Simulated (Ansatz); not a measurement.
# Where N_i (6-fold void) puts its levels in the gap of Y4S3N2 (C2/m)

Wanted: the transition levels of a self-interstitial in Y4S3N2 (C2/m), from a cell of 54 host atoms with 1 N put in.

Program: Ansatz 0.2.0. Level of theory: place-levels on PBEsol runs: charge-transition levels and formation energies with image-charge correction and potential alignment at the atomic sites. Results are calculated unless marked as measured.

### 1. The structure

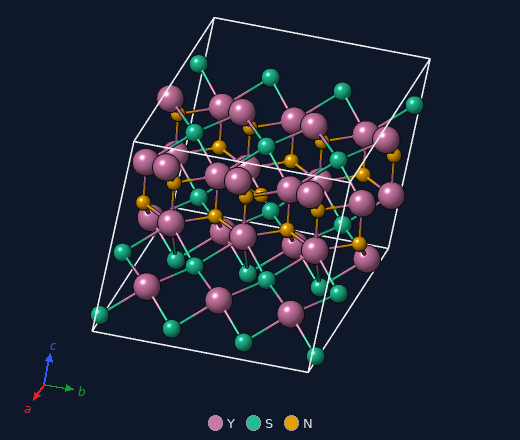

The cell as given, slightly off an axis (yttrium pink, sulfur teal, nitrogen orange). Some periodic images of atoms are drawn too.

The cell holds 55 atoms: 24 Y, 18 S and 13 N. Cell: a = 12.778 Å, b = 11.374 Å, c = 9.763 Å, α = 90.0°, β = 128.5°, γ = 90.0°. It derives from Y4S3N2 (space group C2/m). Nearest the centre at fractional (0.075, 0.667, 0.464): N55 at 0.00 Å, S50 at 2.53 Å, S47 at 2.54 Å, N51 at 2.55 Å, N33 at 2.55 Å, Y37 at 2.67 Å, Y19 at 2.67 Å, N53 at 2.86 Å.

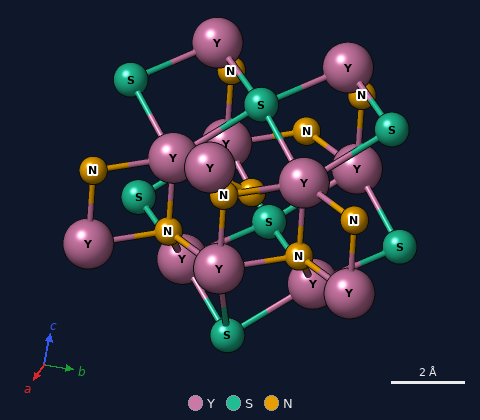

The atoms within 5 Å of the centre.

As a file:

```xyz
55
Lattice="12.7781 0.0000 -0.0248 0.0000 11.3745 0.0000 -6.0606 0.0000 7.6537" Properties=species:S:1:pos:R:3 pbc="T T T"
Y    -0.6153    1.8957    4.9602
Y     5.7738    0.0000    4.9478
Y     0.9438    0.0000    2.6811
Y     7.3328    1.8957    2.6687
Y     4.6955    0.0000    1.0893
Y    11.0845    1.8957    1.0769
Y    -4.3670    1.8957    6.5520
Y     2.0220    0.0000    6.5396
S     0.0000    0.0000    0.0000
S     6.3891    1.8957   -0.0124
S    -2.5264    0.0000    5.9982
S     3.8626    1.8957    5.9858
S     2.8549    1.8957    1.6431
S     9.2440    0.0000    1.6307
N    -0.3467    1.8957    2.7567
N     6.0423    0.0000    2.7443
N     0.6752    0.0000    4.8846
N     7.0643    1.8957    4.8722
Y    -0.6153    5.6872    4.9602
Y     5.7738    3.7915    4.9478
Y     0.9438    3.7915    2.6811
Y     7.3328    5.6872    2.6687
Y     4.6955    3.7915    1.0893
Y    11.0845    5.6872    1.0769
Y    -4.3670    5.6872    6.5520
Y     2.0220    3.7915    6.5396
S     0.0000    3.7915    0.0000
S     6.3891    5.6872   -0.0124
S    -2.5264    3.7915    5.9982
S     3.8626    5.6872    5.9858
S     2.8549    5.6872    1.6431
S     9.2440    3.7915    1.6307
N    -0.3467    5.6872    2.7567
N     6.0423    3.7915    2.7443
N     0.6752    3.7915    4.8846
N     7.0643    5.6872    4.8722
Y    -0.6153    9.4787    4.9602
Y     5.7738    7.5830    4.9478
Y     0.9438    7.5830    2.6811
Y     7.3328    9.4787    2.6687
Y     4.6955    7.5830    1.0893
Y    11.0845    9.4787    1.0769
Y    -4.3670    9.4787    6.5520
Y     2.0220    7.5830    6.5396
S     0.0000    7.5830    0.0000
S     6.3891    9.4787   -0.0124
S    -2.5264    7.5830    5.9982
S     3.8626    9.4787    5.9858
S     2.8549    9.4787    1.6431
S     9.2440    7.5830    1.6307
N    -0.3467    9.4787    2.7567
N     6.0423    7.5830    2.7443
N     0.6752    7.5830    4.8846
N     7.0643    9.4787    4.8722
N    -1.8549    7.5830    3.5484
```

Screening for the image-charge correction: ε∞ = (6.75, 7.00, 6.49), ε0 = principal values (12.97, 15.04, 17.01), from a response run on this crystal (DFPT, PBEsol) at that run's own cell.

The cell's shortest repeat is 9.8 Å.

### 2. The runs of each charge state

Levels follow from differences of total energies between charge states, each relaxed by itself.

Random displacements of about 0.05 Å break the site symmetry at the start, so that the relaxation can reach a distorted minimum if there is one. Forces are taken at one point at (¼, ¼, ¼). The cell holds 3 electrons more than the neutral one, with a uniform background that keeps it neutral on the whole.

The sampling was tested on the host first: at the k-points planned (1x1x1 shifted 0.25 0.25 0.25) its energy lies 0.005 eV an atom from the dense-mesh value, under the bound of 0.02 eV set for this test; that bounds the host's error, not the defect's.

One of the inputs; charge, spin and start change from state to state.

The input, qm3.relax/input.yaml:

```yaml
crystal:
  lattice:
    - [12.7781342, 0.0, -0.02476512]
    - [0.0, 3.79148885, 0.0]
    - [-6.06062452, 0.0, 7.65368019]
  atoms:
    - { symbol: "Y", position: [0.25962613, 0.5, 0.64891759] }
    - { symbol: "Y", position: [0.75962613, 0.0, 0.64891759] }
    - { symbol: "Y", position: [0.24037387, 0.0, 0.35108241] }
    - { symbol: "Y", position: [0.74037387, 0.5, 0.35108241] }
    - { symbol: "Y", position: [0.43563346, 0.0, 0.14373379] }
    - { symbol: "Y", position: [0.93563346, 0.5, 0.14373379] }
    - { symbol: "Y", position: [0.06436654, 0.5, 0.85626621] }
    - { symbol: "Y", position: [0.56436654, 0.0, 0.85626621] }
    - { symbol: S, position: [0.0, 0.0, 0.0] }
    - { symbol: S, position: [0.5, 0.5, 0.0] }
    - { symbol: S, position: [0.17425596, 0.0, 0.78426089] }
    - { symbol: S, position: [0.67425596, 0.5, 0.78426089] }
    - { symbol: S, position: [0.32574404, 0.5, 0.21573911] }
    - { symbol: S, position: [0.82574404, 0.0, 0.21573911] }
    - { symbol: "N", position: [0.14391518, 0.5, 0.36064226] }
    - { symbol: "N", position: [0.64391518, 0.0, 0.36064226] }
    - { symbol: "N", position: [0.35608482, 0.0, 0.63935774] }
    - { symbol: "N", position: [0.85608482, 0.5, 0.63935774] }
  supercell: [1, 3, 1]
  defects:
    - { interstitial: { symbol: "N", position: [0.074849, 0.666667, 0.46386] } }
total_charge: -3
basis:
  ecutwfc: 420
  xc_grid: 2
hamiltonian:
  xc: pbesol
kpoints:
  mp_grid: { grid: [1, 1, 1], shift: [0.25, 0.25, 0.25] }
scf:
  occupations: { method: fixed }
  max_iter: 100
output:
  forces: true
  charged_corrections:
    epsilon: [6.75, 7.0, 6.49]
    static_epsilon: [[14.06, 0.0, 1.03], [0.0, 17.01, 0.0], [1.03, 0.0, 13.95]]
relax:
  f_tol: 0.02
  max_steps: 80
  random_displacement: { amplitude: 0.05, seed: 1054 }
checkpoint:
  write: "../qm3.relax.run"
  compress: false
  write_wavefunctions: true
  write_every: 100000
```

On the command line:

```console
> ansatz run input.yaml --threads 4 --pin off --max-ram 14131MiB --backend cpu --events-out ev --progress --plain --runs-dir out
```

The relaxed structure is kept and the sampling changed to a 2×2×2 shifted mesh.

The run of this state that the levels use, under PBEsol:

The input, qm3.point/input.yaml:

```yaml
crystal:
  checkpoint: "../qm3.relax.run"
  host: checkpoint
total_charge: -3
basis:
  ecutwfc: 420
  xc_grid: 2
hamiltonian:
  xc: pbesol
kpoints:
  mp_grid: { grid: [2, 2, 2], shift: [0.5, 0.5, 0.5] }
scf:
  occupations: { method: fermi_dirac, width: 0.01 }
  max_iter: 100
output:
  forces: true
  eigenvalues: true
  charged_corrections:
    epsilon: [6.75, 7.0, 6.49]
    static_epsilon: [[14.06, 0.0, 1.03], [0.0, 17.01, 0.0], [1.03, 0.0, 13.95]]
    defect_position: [0.074849, 0.666667, 0.46386]
  eigenstates: { localisation: true }
  populations: true
checkpoint:
  read: "../qm3.relax.run"
  write: "../qm3.point.run"
  compress: false
  write_wavefunctions: false
  write_every: 100000
```

Relaxations under PBEsol at one point at (¼, ¼, ¼); times on 4 threads of Arm Neoverse V1, shared host:

```tsv
charge	moment (μB)	occupations	outcome	steps	largest displacement against the far atoms (Å)	time
−3	0	fixed	converged	10	0.56	2.6 min
−3	2	fixed	converged	13	0.69	6.9 min
−2	1	fixed	converged	12	1.13	6.3 min
−1	0	fixed	converged	11	1.16	2.6 min
−1	2	fixed	converged	11	0.79	6.1 min
0	1	fixed	converged	13	1.15	7.9 min
+1	0	fixed	converged	12	1.25	3.1 min
+1	2	fixed	converged	14	1.21	8.3 min
```

Single points under PBEsol at a 2×2×2 shifted mesh; times on 4 threads of Arm Neoverse V1, shared host:

```tsv
charge	moment (μB)	occupations	outcome	time
−3	0	fermi-dirac	converged	1.7 min
−3	2	fermi-dirac	converged	4.2 min
−2	1	fermi-dirac	converged	3.4 min
−1	0	fermi-dirac	converged	1.7 min
−1	2	fermi-dirac	converged	3.7 min
0	1	fermi-dirac	converged	3.3 min
+1	0	fermi-dirac	converged	1.7 min
+1	2	fermi-dirac	converged	4.2 min
```

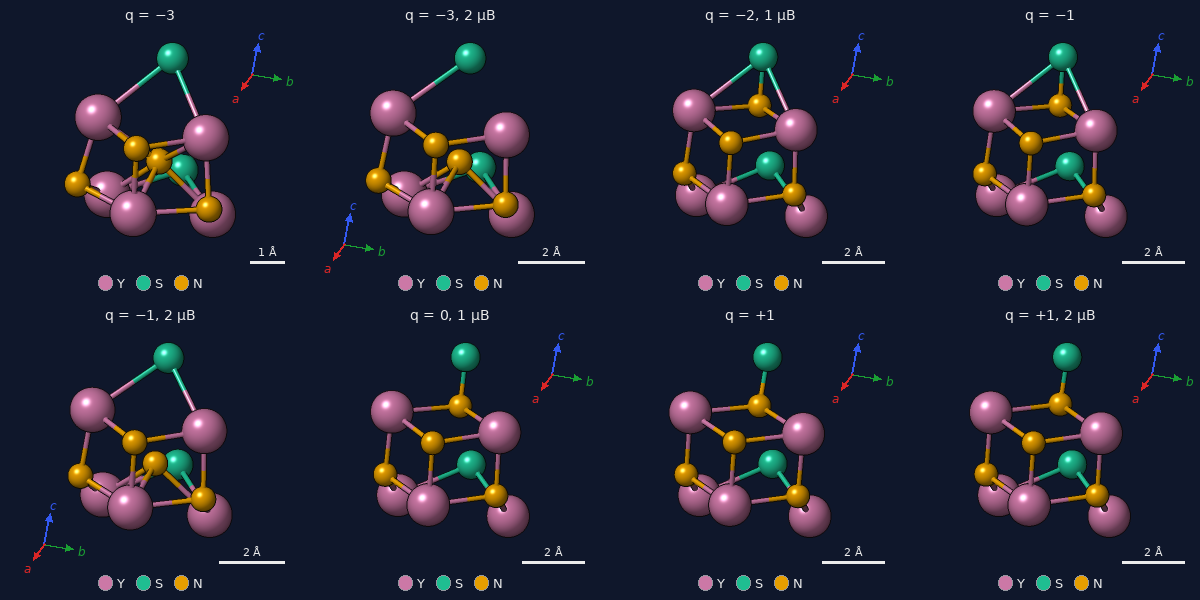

The structures near the centre after relaxation with PBEsol, by charge.

Distances (Å) from N55 to the nearest atoms after relaxation with PBEsol:

```tsv
charge	moment (μB)	1.	2.	3.	4.	5.	6.
−3	0	Y 2.33	Y 2.33	Y 2.50	Y 2.51	Y 2.53	N 2.60
−3	2	Y 2.27	Y 2.27	S 2.51	N 2.64	N 2.64	Y 2.73
−2	1	S 1.71	Y 2.35	Y 2.35	N 2.99	N 3.30	N 3.31
−1	0	S 1.71	Y 2.35	Y 2.36	N 2.99	N 3.32	S 3.33
−1	2	Y 2.37	Y 2.38	N 2.40	N 2.41	Y 2.47	S 2.65
0	1	S 1.67	Y 2.40	Y 2.40	N 2.87	N 3.30	N 3.31
+1	0	S 1.62	Y 2.35	Y 2.36	N 2.60	N 3.29	N 3.29
+1	2	S 1.62	Y 2.46	Y 2.49	N 2.88	N 3.33	S 3.35
```

(Part 1 of 2 ends here.)

[Logs are printed without paths, hosts, clocks, repeated set-up lines and the standing remarks that a program may print on its own settings, such as how far it seeks lower states.]

[Hosts, paths, dates, database ids (printed as entryN), source tags and the programs' standing remarks are cut or masked in the printed files.]

[Where a table of states has a column of steps, it counts the stored structures, which are thinned; the runs took as many ionic steps or more.]

[A defect's name tells the site on which it was built; relaxed atoms can leave that site.]

[For some hosts the program warned that the k-mesh of the response run may be too coarse for force constants and the static dielectric constant; such warnings are not shown here.]
